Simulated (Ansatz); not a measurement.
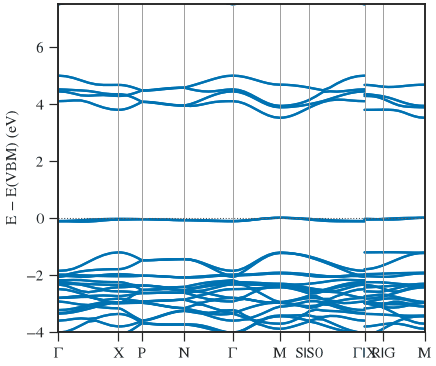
Band structure from DFT-r²SCAN with spin–orbit coupling in the program Ansatz with PAW potentials

Task: Read off the gap and where the band edges lie.

Result: About 3.5 eV (3.51 eV by a search for the band edges); maximum at M, minimum at M.

The material is NaBrF₄ in space group I4/mcm (No. 140; Na on 4a, Br on 4d, F on 16l).

The workflow started from a Materials Project entry (that database holds measured and hypothetical structures alike); the Crystallography Open Database copy checked does not list it. Whether it is the stable phase at ambient conditions was not checked. The r²SCAN relaxation kept the symmetry of its start; its stability against distortions is not shown here.

Potentials: the later of the program's two PAW sets.
